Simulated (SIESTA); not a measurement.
## Convergence test for HfO2 (P4_2/nmc, 6 atoms in the cell)

```
HfO2
1.0
    3.55624     0.00000     0.00000
    0.00000     3.55624     0.00000
    0.00000     0.00000     5.16927
Hf O
2 4
Direct
  0.50000   0.50000   0.50000
  0.00000   0.00000   0.00000
  0.00000   0.50000   0.69721
  0.00000   0.50000   0.19721
  0.50000   0.00000   0.80279
  0.50000   0.00000   0.30279
```

Method of the run: SIESTA with GGA PBE, numerical atomic orbitals DZP, PseudoDojo PBE standard norm-conserving potentials (rewritten from UPF to PSML).

The starting cell comes from a database of computed structures (which also holds hypothetical and non-ambient phases and stackings), without a prior relaxation at this level. Its lattice was rescaled by a random factor within 2.5 % of one. Spin-orbit coupling is off. Values carry the incompleteness of an atom-centred basis. In the base run, with a pressure of about 12 GPa the cell is away from its equilibrium volume at this level.

Held fixed: XC.functional = GGA; XC.authors = PBE; potentials = PseudoDojo PBE standard; PAO.BasisSize = DZP; PAO.EnergyShift = 0.01 Ry; kgrid.MonkhorstPack = 5 5 4; OccupationFunction = FD; ElectronicTemperature = 580.23 K; MaxSCFIterations = 150; SCF.Mixer.Method = Broyden; SCF.Mixer.Weight = 0.25; SCF.Mixer.History = 8; SCF.DM.Tolerance = 1.0E-05.

ΔF is the free energy per atom less that of the last row (600 Ry).

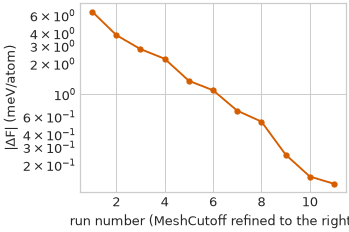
Fig. 1. Size of the energy error against the last run of the series; values under 0.01 meV/atom are drawn at 0.01.

```json
[
 {"MeshCutoff": "120 Ry", "ΔF (meV/atom)": "6.6", "pressure (GPa)": "11.29", "largest force (eV/Å)": "0.441", "gap on the mesh (eV)": "4.548"},
 {"MeshCutoff": "150 Ry", "ΔF (meV/atom)": "3.9", "pressure (GPa)": "11.49", "largest force (eV/Å)": "0.344", "gap on the mesh (eV)": "4.551"},
 {"MeshCutoff": "180 Ry", "ΔF (meV/atom)": "2.8", "pressure (GPa)": "11.38", "largest force (eV/Å)": "0.377", "gap on the mesh (eV)": "4.550"},
 {"MeshCutoff": "210 Ry", "ΔF (meV/atom)": "2.3", "pressure (GPa)": "11.44", "largest force (eV/Å)": "0.380", "gap on the mesh (eV)": "4.550"},
 {"MeshCutoff": "240 Ry", "ΔF (meV/atom)": "1.36", "pressure (GPa)": "11.34", "largest force (eV/Å)": "0.379", "gap on the mesh (eV)": "4.550"},
 {"MeshCutoff": "270 Ry", "ΔF (meV/atom)": "1.10", "pressure (GPa)": "11.62", "largest force (eV/Å)": "0.379", "gap on the mesh (eV)": "4.550"},
 {"MeshCutoff": "300 Ry", "ΔF (meV/atom)": "0.69", "pressure (GPa)": "11.62", "largest force (eV/Å)": "0.376", "gap on the mesh (eV)": "4.550"},
 {"MeshCutoff": "345 Ry", "ΔF (meV/atom)": "0.54", "pressure (GPa)": "11.62", "largest force (eV/Å)": "0.378", "gap on the mesh (eV)": "4.550"},
 {"MeshCutoff": "390 Ry", "ΔF (meV/atom)": "0.25", "pressure (GPa)": "11.65", "largest force (eV/Å)": "0.386", "gap on the mesh (eV)": "4.550"},
 {"MeshCutoff": "450 Ry", "ΔF (meV/atom)": "0.15", "pressure (GPa)": "11.63", "largest force (eV/Å)": "0.386", "gap on the mesh (eV)": "4.550"},
 {"MeshCutoff": "525 Ry", "ΔF (meV/atom)": "0.13", "pressure (GPa)": "11.63", "largest force (eV/Å)": "0.386", "gap on the mesh (eV)": "4.550"},
 {"MeshCutoff": "600 Ry", "ΔF (meV/atom)": "0.00", "pressure (GPa)": "11.66", "largest force (eV/Å)": "0.390", "gap on the mesh (eV)": "4.550"}
]
```

Gap on the mesh within 0.01 eV of the last row: from MeshCutoff = 120 Ry on, the coarsest one. The value it settles on is 4.550 eV at this level of theory and with the other settings as held.

Gaps are taken between levels on the mesh.
